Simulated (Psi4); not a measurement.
**BCNF2 (SMILES N#CB(F)F) at PBE/6-311+G(d,p)**

What is the vertical ionisation energy of BCNF2 at PBE/6-311+G**? 

The results are computed with Psi4 1.11.

## (1) The molecule

BCNF2: 5 atoms, total charge 0, spin state singlet. As SMILES, `N#CB(F)F`. The shape is that of a PBE0-D4/def2-TZVP optimisation.

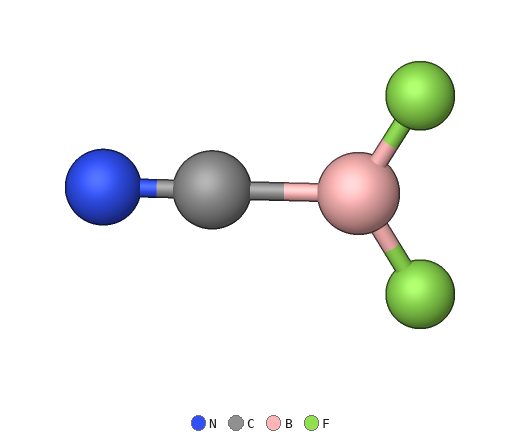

The structure, seen from a chosen angle (nitrogen blue, carbon grey, boron pink, fluorine green).

## (2) Energy and gradient at PBE/6-311+G(d,p)

Input file calc.in:

```
memory 1600 mb

molecule {
  0 1
  N     -0.715100     1.789700     0.801000
  C     -0.319400     0.804800     0.359300
  B      0.212000    -0.517400    -0.233800
  F      1.451200    -0.872800    -0.026200
  F     -0.578700    -1.277900    -0.941900
  units angstrom
  symmetry c1
  no_reorient
  no_com
}

set {
  basis 6-311+G**
  puream true
  e_convergence 1e-09
  d_convergence 1e-08
  scf_type pk
  dft_radial_points 99
  dft_spherical_points 590
}

E, wfn = gradient("pbe", return_wfn=True)
oeprop(wfn, "QUADRUPOLE", "LOWDIN_CHARGES", "WIBERG_LOWDIN_INDICES", title="PBE")
```

Run with:

```bash
psi4 calc.in calc.out -n 1
```

calc.out (excerpt; [...] marks lines left out):

```text
[...]
  Running in c1 symmetry.
[...]
  Nuclear repulsion =  133.934054820875758
[...]
  Multiplicity = 1
[...]
  Nalpha       = 18
  Nbeta        = 18
[...]
    Number of basis functions: 110
[...]
   @RKS iter   1:  -317.02962977836398   -4.86822e-01   6.74124e-03 DIIS/ADIIS
[...]
   @RKS iter  12:  -317.25662164518275   -6.30962e-12   2.02602e-09 DIIS
[...]
    Orbital Energies [Eh]
    ---------------------
    Doubly Occupied:
       1A    -24.316809     2A    -24.316804     3A    -14.021267
       4A     -9.936300     5A     -6.667642     6A     -1.189767
       7A     -1.163525     8A     -0.865284     9A     -0.593165
      10A     -0.540947    11A     -0.525831    12A     -0.483954
      13A     -0.427469    14A     -0.420209    15A     -0.411201
      16A     -0.351386    17A     -0.343832    18A     -0.343403
[...]
  @RKS Final Energy:  -317.25662164518275
   => Energetics <=
    Nuclear Repulsion Energy =            133.9340548208757582
    One-Electron Energy =                -702.1309689137890473
    Two-Electron Energy =                 287.9188106850238569
    DFT Exchange-Correlation Energy =     -36.9785182372933150
    Empirical Dispersion Energy =           0.0000000000000000
    VV10 Nonlocal Energy =                  0.0000000000000000
    Total Energy =                       -317.2566216451827472
[...]
  -Total Gradient:
     Atom            X                  Y                   Z
    ------   -----------------  -----------------  -----------------
       1        0.013227646707    -0.032916502735    -0.014764044730
       2       -0.013038792479     0.032439821963     0.014553189417
       3        0.005839521550    -0.014551608215    -0.006537630085
       4       -0.016786868605     0.004774190802    -0.002833674430
       5        0.010749384422     0.010276755212     0.009592321586
[...]
 Multipole Moments:
 ------------------------------------------------------------------------------------
     Multipole            Electronic (a.u.)      Nuclear  (a.u.)        Total (a.u.)
 ------------------------------------------------------------------------------------
 L = 1.  Multiply by 2.5417464519 to convert [e a0] to [Debye]
 Dipole X            :         -3.5136990            3.7613109            0.2476119
 Dipole Y            :          8.0511001           -8.6674178           -0.6163178
 Dipole Z            :          3.7280680           -4.0045186           -0.2764506
 Magnitude           :                                                    0.7194333
 L = 2.  Multiply by 1.3450342976 to convert [e a0^2] to [Debye ang]
 Quadrupole XX       :       -115.0774628           94.2199401          -20.8575227
 Quadrupole XY       :         57.9534575          -56.3986970            1.5547605
[...]
```

Run time: 23 s. Hardware: 1 thread of AMD EPYC 7R43 (Zen 3), shared host; peak memory 0.53 GiB.

## (3) The doublet cation, same level

Input file calc.dat:

```
memory 1600 mb

molecule {
  1 2
  N     -0.715100     1.789700     0.801000
  C     -0.319400     0.804800     0.359300
  B      0.212000    -0.517400    -0.233800
  F      1.451200    -0.872800    -0.026200
  F     -0.578700    -1.277900    -0.941900
  units angstrom
  symmetry c1
}

set basis 6-311+G**
set reference uks
set puream true
set e_convergence 1e-09
set d_convergence 1e-08
set scf_type pk
set dft_radial_points 99
set dft_spherical_points 590
set maxiter 100

E, wfn = gradient("pbe", return_wfn=True)
oeprop(wfn, "MULLIKEN_CHARGES", "QUADRUPOLE", "LOWDIN_CHARGES", title="PBE")
print_variables()
```

Run with:

```bash
psi4 calc.dat calc.out -n 1
```

calc.out (excerpt; [...] marks lines left out):

```text
[...]
  Running in c1 symmetry.
[...]
  Nuclear repulsion =  133.934054820875758
[...]
  Multiplicity = 2
[...]
  Nalpha       = 18
  Nbeta        = 17
[...]
    Number of basis functions: 110
[...]
   @UKS iter   1:  -316.50287185728791    3.99361e-02   5.59699e-03 ADIIS/DIIS
[...]
   @UKS iter  30:  -316.76552672028367   -4.43379e-12   6.97545e-09 DIIS
[...]
   @S^2 Observed:                7.539882094E-01
[...]
  @UKS Final Energy:  -316.76552672028367
   => Energetics <=
    Nuclear Repulsion Energy =            133.9340548208757582
    One-Electron Energy =                -691.9721042358889918
    Two-Electron Energy =                 277.8735970567062736
    DFT Exchange-Correlation Energy =     -36.6010743619766856
    Empirical Dispersion Energy =           0.0000000000000000
    VV10 Nonlocal Energy =                  0.0000000000000000
    Total Energy =                       -316.7655267202836740
[...]
  -Total Gradient:
     Atom            X                  Y                   Z
    ------   -----------------  -----------------  -----------------
       1        0.032845258826    -0.096491503481    -0.045258989063
       2       -0.021005891750     0.086722318341     0.043529048141
       3       -0.017604125885     0.013147585489     0.001766922414
       4       -0.004992070604    -0.002178770662    -0.002939396982
       5        0.010747730170    -0.001176996020     0.002912567466
[...]
 Multipole Moments:
 ------------------------------------------------------------------------------------
     Multipole            Electronic (a.u.)      Nuclear  (a.u.)        Total (a.u.)
 ------------------------------------------------------------------------------------
 L = 1.  Multiply by 2.5417464519 to convert [e a0] to [Debye]
 Dipole X            :          0.3847161           -0.8312326           -0.4465166
 Dipole Y            :         -1.3676341            2.0683997            0.7007656
 Dipole Z            :         -0.6686161            0.9277586            0.2591425
 Magnitude           :                                                    0.8704047
 L = 2.  Multiply by 1.3450342976 to convert [e a0^2] to [Debye ang]
 Quadrupole XX       :       -109.6527996           93.8461481          -15.8066515
 Quadrupole XY       :         54.1362948          -55.5408767           -1.4045819
[...]
```

Run time: 62 s. Hardware: 1 thread of AMD EPYC 7R43 (Zen 3), shared host; peak memory 0.53 GiB.

## (4) Results

Level: PBE/6-311+G**.

| quantity | value |
| --- | --- |
| singlet BCNF2: total energy | -317.25662 Eh |
| singlet BCNF2: dipole moment | 1.83 D |
| singlet BCNF2: HOMO energy | -9.34 eV |
| singlet BCNF2: LUMO energy | -3.42 eV |
| singlet BCNF2: HOMO–LUMO gap | 5.93 eV |
| singlet BCNF2: largest force on an atom | 1.976 eV/Å |
| doublet cation: total energy | -316.76553 Eh |
| doublet cation: HOMO energy (highest over α and β) | -17.33 eV |
| doublet cation: LUMO energy (lowest over α and β) | -17.17 eV |
| doublet cation: ⟨S²⟩ | 0.754 |
| doublet cation: largest force on an atom | 5.735 eV/Å |
| vertical ionisation energy (to the doublet cation) | 13.363 eV |

In words: Removing an electron at fixed nuclei costs 13.36 eV (308 kcal/mol). The largest force (singlet BCNF2) is 1.98 eV/Å: the shape isn't a stationary point for this species at this level. −ε(HOMO) before ionisation, 9.34 eV, is 4.02 eV below this ionisation energy.
